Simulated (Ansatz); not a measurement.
Pressure series in MgO

The reference is MgO (space group Pm-3n, No. 223; a = 5.590 Å; a cell from a computed database, its experimental status unchecked).

Cell and atoms are relaxed at each pressure.

The values are results of PBEsol (Ansatz, a first-principles code; PAW; 420 eV plane waves; no SOC), not measurements.

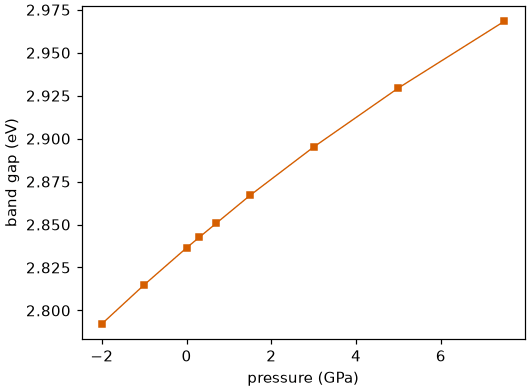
Band gap against pressure

```tsv
pressure (GPa)	band gap
-2	2.79 eV
-1	2.81 eV
0.3	2.84 eV
0.7	2.85 eV
1.5	2.87 eV
3	2.90 eV
5	2.93 eV
7.5	2.97 eV
```

Load acts through the strain it causes; cell and atoms are relaxed under it. No phonon test of stability was made. No other phases were tried under pressure. This is not the structure that MgO has at room temperature and ambient pressure.
